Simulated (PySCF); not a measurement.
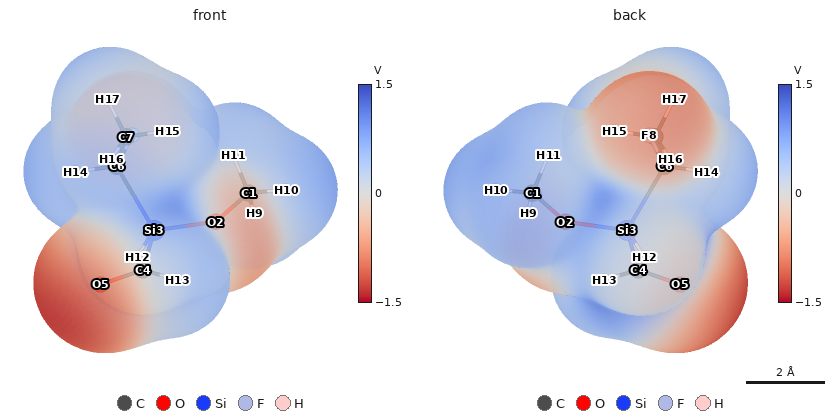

*C$_{4}$H$_{9}$FO$_{2}$Si. The molecular electrostatic potential painted on the density surface at 0.001 e/bohr³, seen from the front and from behind; red is negative and blue positive.*

Geometry: GFN2-xTB.

Computed with PBE0/pcSseg-1, SCF density, gas phase, non-relativistic (PySCF).

```yaml
atoms:
  - { symbol: C, position_ang: [-2.4785, -0.2137, 0.1450] }
  - { symbol: O, position_ang: [-1.4052, 0.6947, 0.1418] }
  - { symbol: Si, position_ang: [-0.0157, 0.6630, -0.6818] }
  - { symbol: C, position_ang: [0.8597, 2.2080, 0.0268] }
  - { symbol: O, position_ang: [1.9624, 2.5557, -0.3087] }
  - { symbol: C, position_ang: [1.0381, -0.9052, -0.2657] }
  - { symbol: C, position_ang: [1.4219, -1.0251, 1.2023] }
  - { symbol: F, position_ang: [0.2746, -2.0266, -0.6152] }
  - { symbol: H, position_ang: [-3.0431, -0.1296, -0.7844] }
  - { symbol: H, position_ang: [-3.1238, 0.0384, 0.9862] }
  - { symbol: H, position_ang: [-2.1223, -1.2386, 0.2473] }
  - { symbol: H, position_ang: [-0.1756, 0.7200, -2.1349] }
  - { symbol: H, position_ang: [0.3087, 2.8064, 0.7823] }
  - { symbol: H, position_ang: [1.9353, -0.9788, -0.8894] }
  - { symbol: H, position_ang: [0.5394, -0.9673, 1.8363] }
  - { symbol: H, position_ang: [2.0972, -0.2140, 1.4611] }
  - { symbol: H, position_ang: [1.9198, -1.9754, 1.3873] }
```

### Which sites attract a positive test charge, and which a negative one?

A positive charge is drawn to the negative regions and a negative charge to the positive ones. The most negative region (about −1.3 V) lies over O5, the most positive (about +0.9 V) over Si3 and C4. O5 is the likeliest acceptor of a hydrogen bond.

### What dipole moment does the calculation give?

Its dipole moment is 2.17 D.
